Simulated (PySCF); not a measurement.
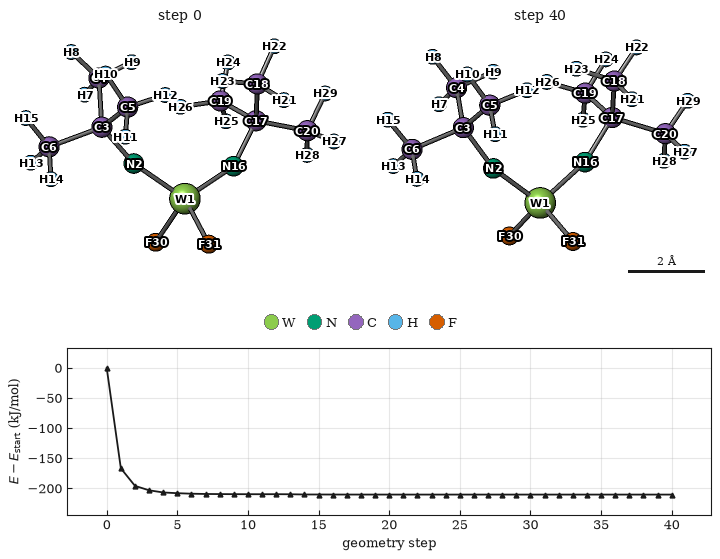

First and last geometry of a relaxation of C8H18F2N2W, with the history of the run. Style: ball-and-stick. Shown at a tilt.

The start comes from GFN2-xTB. Its atoms were then displaced at random by about 0.03 Å.

All numbers below come from PySCF 2.14.0, density-fitted response routines, PBE0-D3(BJ)/def2-SVP geometry optimisation, gas phase. 

> What do the curves and the structures tell?

The relaxation stopped without meeting its thresholds, so the last structure isn't shown to be converged. Over 40 geometry steps the energy falls by 210.1 kJ/mol. The largest move after the best rigid fit is that of H26, 0.70 Å. Largest moves by element: H 0.70 Å, C 0.27 Å, N 0.26 Å, F 0.24 Å, W 0.21 Å. Among the contacts that change: W1–C19 3.564 → 3.869 Å, W1–F30 2.083 → 1.886 Å, C3–C4 1.683 → 1.531 Å, C4–H9 0.968 → 1.100 Å. Bond angles that change, for instance: F30–W1–F31 107.3° → 119.3°, W1–N16–C17 151.9° → 162.9°, N2–W1–N16 117.6° → 109.7°. The run took 40 min on 2 threads of Intel(R) Xeon(R) Platinum 8259CL CPU @ 2.50GHz (shared host).

| step | E − E(0), kJ/mol |
| --- | --- |
| 0 | 0.00 |
| 1 | -166.53 |
| 2 | -195.67 |
| 3 | -203.05 |
| 4 | -206.63 |
| 5 | -207.85 |
| 6 | -208.69 |
| 7 | -209.15 |
| 8 | -209.32 |
| 9 | -209.46 |
| 10 | -209.52 |
| 12 | -209.50 |
| 13 | -209.62 |
| 15 | -210.01 |
| 16 | -210.07 |
| 18 | -210.12 |
| 19 | -210.12 |
| 21 | -210.14 |
| 23 | -210.14 |
| 24 | -210.14 |
| 26 | -210.14 |
| 27 | -210.15 |
| 29 | -210.15 |
| 31 | -210.15 |
| 32 | -210.15 |
| 34 | -210.15 |
| 35 | -210.15 |
| 37 | -210.15 |
| 38 | -210.15 |
| 40 | -210.15 |
